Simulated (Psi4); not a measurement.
# InNH4 (SMILES [NH2][InH2]) at HSE06/def2-SVP (core potential)

What is the vertical singlet–triplet gap of InNH4 at HSE06/def2-SVP (core potential)? 

The calculation is run with Psi4 1.11.

1 further run of the same task is left out (it didn't finish).

### Step 1. The structure to begin with

The species is InNH4 (6 atoms), meant as a singlet with charge 0. As SMILES, `[NH2][InH2]`. Geometry: relaxed at PBE0-D4/def2-TZVP.

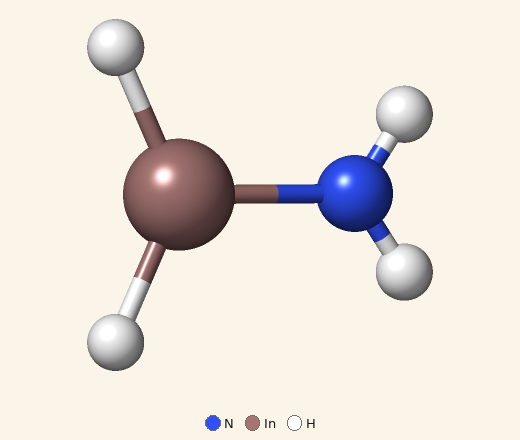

The structure, seen from a chosen angle (nitrogen blue, indium brown, hydrogen white).

### Step 2. Energy and forces at HSE06/def2-SVP (core potential)

File h4inn.json:

```json
{
  "schema_name": "qcschema_input",
  "schema_version": 1,
  "molecule": {
    "schema_name": "qcschema_molecule",
    "schema_version": 2,
    "symbols": ["N", "In", "H", "H", "H", "H"],
    "geometry": [-0.17423275, -2.00405456, 0.06916398, 0.1800909, 1.76859468, -0.09127377, -1.13005622, -2.9345557, 1.42371966, 0.58940558, -3.20743215, -1.18920465, 1.9133477, 2.87332857, -2.5902476, -1.29899774, 3.38317668, 2.29053704],
    "molecular_charge": 0,
    "molecular_multiplicity": 1,
    "fix_symmetry": "c1"
  },
  "driver": "gradient",
  "model": {
    "method": "hse06",
    "basis": "def2-SVP"
  },
  "keywords": {
    "puream": true,
    "e_convergence": 1e-09,
    "d_convergence": 1e-08,
    "scf_type": "pk",
    "dft_radial_points": 99,
    "dft_spherical_points": 590
  }
}
```

Started as:

```
$ psi4 --qcschema h4inn.json -n 1 --memory 1600MB
```

stdout:

```text
[...]
    !!!  WARNING: ECP capability is in beta. Please check occupations closely.  !!!
[...]
  Running in c1 symmetry.
[...]
  Nuclear repulsion =   70.741603796292026
[...]
  Multiplicity = 1
[...]
  Nalpha       = 16
  Nbeta        = 16
[...]
    Number of basis functions: 60
[...]
   @RKS iter   1:  -246.83160486222329   -8.74115e-01   1.37921e-02 DIIS/ADIIS
[...]
   @RKS iter  11:  -247.15140217140038   -9.20863e-12   4.61621e-09 DIIS
[...]
    Orbital Energies [Eh]
    ---------------------
    Doubly Occupied:
       1A    -14.344213     2A     -4.689109     3A     -3.089603
       4A     -3.080066     5A     -3.079682     6A     -0.819522
       7A     -0.760435     8A     -0.754110     9A     -0.753708
      10A     -0.753144    11A     -0.739008    12A     -0.458200
      13A     -0.429423    14A     -0.313966    15A     -0.285588
      16A     -0.234285
[...]
  @RKS Final Energy:  -247.15140217140038
   => Energetics <=
    Nuclear Repulsion Energy =             70.7416037962920257
    One-Electron Energy =                -552.6888214429654909
    Two-Electron Energy =                 254.3800863931347180
    DFT Exchange-Correlation Energy =     -19.5842709178615912
    Empirical Dispersion Energy =           0.0000000000000000
    VV10 Nonlocal Energy =                  0.0000000000000000
    Total Energy =                       -247.1514021714003775
[...]
 Multipole Moments:
 ------------------------------------------------------------------------------------
     Multipole            Electronic (a.u.)      Nuclear  (a.u.)        Total (a.u.)
 ------------------------------------------------------------------------------------
 L = 1.  Multiply by 2.5417464519 to convert [e a0] to [Debye]
 Dipole X            :          1.7500644           -1.7757233           -0.0256589
 Dipole Y            :         18.6646861          -18.9634003           -0.2987142
 Dipole Z            :         -0.7948167            0.8094175            0.0146008
 Magnitude           :                                                    0.3001696
[...]
  -Total Gradient:
     Atom            X                  Y                   Z
    ------   -----------------  -----------------  -----------------
       1       -0.000280946050    -0.002817722920     0.000165559436
       2       -0.000275768680    -0.002696727909     0.000146389296
       3        0.003208287336     0.003479843775    -0.004494823917
       4       -0.002458060799     0.004335139593     0.004109062947
       5       -0.001219471157    -0.000974214982     0.001743095670
       6        0.001024392609    -0.001341355327    -0.001668737290
[...]
```

The result, in JSON:

```text
{
 "driver": "gradient",
 "model": {
  "method": "hse06",
  "basis": "def2-SVP"
 },
 "success": true,
 "return_result": [-0.00028094605048920723, -0.002817722919878668, 0.00016555943564716766, -0.00027576867960482166, -0.0026967279087304064, 0.00014638929645794697, 0.0032082873362007103, 0.003479843775030869, -0.004494823916570773, -0.0024580607994221376, 0.004335139592828191, 0.004109062946831443, -0.0012194711571692426, -0.0009742149816069495, 0.0017430956703151923, 0.00102439260892815, -0.0013413553267860034, -0.0016687372900671266],
 "properties": {
  "calcinfo_nbasis": 60,
  "calcinfo_nmo": 60,
  "calcinfo_nalpha": 16,
  "calcinfo_nbeta": 16,
  "calcinfo_natom": 6,
  "nuclear_repulsion_energy": 70.74160379629203,
  "return_energy": -247.15140217140038,
  "return_gradient": [-0.00028094605048920723, -0.002817722919878668, 0.00016555943564716766, -0.00027576867960482166, -0.0026967279087304064, 0.00014638929645794697, 0.0032082873362007103, 0.003479843775030869, -0.004494823916570773, -0.0024580607994221376, 0.004335139592828191, 0.004109062946831443, -0.0012194711571692426, -0.0009742149816069495, 0.0017430956703151923, 0.00102439260892815, -0.0013413553267860034, -0.0016687372900671266],
  "scf_one_electron_energy": -552.6888214429655,
  "scf_two_electron_energy": 254.38008639313472,
  "scf_xc_energy": -19.58427091786159,
  "scf_dipole_moment": [-0.025658924955544338, -0.2987142417853299, 0.014600807570020913],
  "scf_total_energy": -247.15140217140038,
  "scf_total_gradient": [-0.00028094605048920723, -0.002817722919878668, 0.00016555943564716766, -0.00027576867960482166, -0.0026967279087304064, 0.00014638929645794697, 0.0032082873362007103, 0.003479843775030869, -0.004494823916570773, -0.0024580607994221376, 0.004335139592828191, 0.004109062946831443, -0.0012194711571692426, -0.0009742149816069495, 0.0017430956703151923, 0.00102439260892815, -0.0013413553267860034, -0.0016687372900671266],
  "scf_iterations": 11
 }
}
```

Run time: 31 s. Hardware: 1 thread of Intel Xeon Platinum 8375C at 2.90GHz (Ice Lake), shared host; peak memory 0.77 GiB.

### Step 3. The triplet: a single-point energy at UHSE06/def2-SVP (core potential)

File job.py:

```python
import psi4

psi4.set_memory(1600000000)
psi4.set_num_threads(1)
psi4.core.set_output_file('psi4.out', False)

geom = psi4.geometry("""
0 3
N     -0.092200    -1.060500     0.036600
In     0.095300     0.935900    -0.048300
H     -0.598000    -1.552900     0.753400
H      0.311900    -1.697300    -0.629300
H      1.012500     1.520500    -1.370700
H     -0.687400     1.790300     1.212100
symmetry c1
no_reorient
no_com
""")

psi4.set_options({
    'reference': 'uks',
    'puream': True,
    'e_convergence': 1e-09,
    'd_convergence': 1e-08,
    'scf_type': 'pk',
    'dft_radial_points': 99,
    'dft_spherical_points': 590,
    'maxiter': 200,
})

energy_value = psi4.energy("hse06/def2-SVP")
print(f'hse06/def2-SVP energy: {energy_value:.10f} Eh')
```

Started as:

```
$ python job.py
```

psi4.out:

```text
[...]
    !!!  WARNING: ECP capability is in beta. Please check occupations closely.  !!!
[...]
  Running in c1 symmetry.
[...]
  Nuclear repulsion =   70.741603805927312
[...]
  Multiplicity = 3
[...]
  Nalpha       = 17
  Nbeta        = 15
[...]
    Number of basis functions: 60
[...]
   @UKS iter   1:  -246.58161004080748   -6.20274e-01   1.46154e-02 DIIS/ADIIS
[...]
   @UKS iter  16:  -246.99602880822704   -3.94493e-11   4.43150e-09 DIIS
[...]
   @S^2 Observed:                2.008871352E+00
[...]
    Orbital Energies [Eh]
    ---------------------
    Alpha Occupied:
       1A    -14.525925     2A     -4.670934     3A     -3.068054
       4A     -3.065097     5A     -3.061089     6A     -0.987901
       7A     -0.749115     8A     -0.742421     9A     -0.739021
      10A     -0.736131    11A     -0.729785    12A     -0.607177
      13A     -0.512895    14A     -0.452209    15A     -0.341320
      16A     -0.266985    17A     -0.093062
    Alpha Virtual:
      18A     -0.043684    19A      0.028894    20A      0.046637
      21A      0.066796    22A      0.088953    23A      0.143349
      24A      0.173181    25A      0.185455    26A      0.236095
[...]
  @UKS Final Energy:  -246.99602880822704
   => Energetics <=
    Nuclear Repulsion Energy =             70.7416038059273120
    One-Electron Energy =                -551.5939905261664080
    Two-Electron Energy =                 253.3867598079430934
    DFT Exchange-Correlation Energy =     -19.5304018959310213
    Empirical Dispersion Energy =           0.0000000000000000
    VV10 Nonlocal Energy =                  0.0000000000000000
    Total Energy =                       -246.9960288082270381
[...]
 Multipole Moments:
 ------------------------------------------------------------------------------------
     Multipole            Electronic (a.u.)      Nuclear  (a.u.)        Total (a.u.)
 ------------------------------------------------------------------------------------
 L = 1.  Multiply by 2.5417464519 to convert [e a0] to [Debye]
 Dipole X            :         -2.8819356            2.6359790           -0.2459567
 Dipole Y            :        -25.8448616           23.2266238           -2.6182378
 Dipole Z            :          1.6094000           -1.4977969            0.1116031
 Magnitude           :                                                    2.6321320
[...]
```

Standard output:

```text
hse06/def2-SVP energy: -246.9960288082 Eh
```

Wall time 46 s (1 thread of Intel Xeon Platinum 8375C at 2.90GHz (Ice Lake), shared host); peak memory 0.77 GiB.

### Step 4. What came out

Level: HSE06/def2-SVP (core potential).

| quantity | value |
| --- | --- |
| singlet: total energy | -247.15140 Eh |
| singlet: dipole moment | 0.76 D |
| singlet: HOMO energy | -6.38 eV |
| singlet: LUMO energy | -1.33 eV |
| singlet: HOMO–LUMO gap | 5.05 eV |
| singlet: largest force on an atom | 0.336 eV/Å |
| triplet: total energy | -246.99603 Eh |
| triplet: dipole moment | 6.69 D |
| triplet: HOMO energy (highest over α and β) | -2.53 eV |
| triplet: ⟨S²⟩ | 2.009 |
| vertical energy of the triplet above the singlet | 4.228 eV |

At this shape the triplet lies 4.23 eV (408 kJ/mol) above the singlet. The largest force (singlet) is 0.34 eV/Å: the shape isn't a stationary point for this species at this level.
